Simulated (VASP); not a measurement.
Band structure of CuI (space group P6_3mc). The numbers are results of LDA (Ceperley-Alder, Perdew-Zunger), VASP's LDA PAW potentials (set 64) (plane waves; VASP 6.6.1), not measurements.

Unless said otherwise, spin-orbit coupling is left out, though it shifts the bands of the heavy elements here.

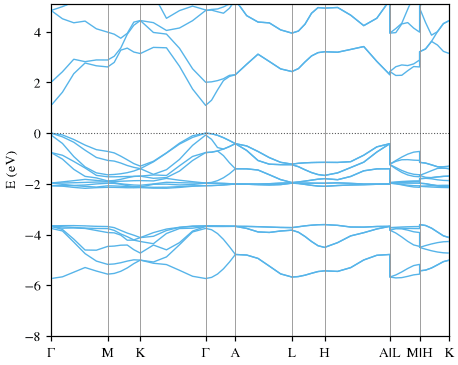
Figure: Bands along high-symmetry lines, zero at the valence-band maximum or, without a gap, the Fermi level

**Question.** Read the plot: is there a gap, and where are the band edges?

**Answer.** The gap is direct, 1.09 eV, from the valence maximum at Γ to the conduction minimum at Γ.

The structure comes from a computed database's CuI entry (P6_3mc); how it stands against other phases isn't given here. The cell was not relaxed at this level.
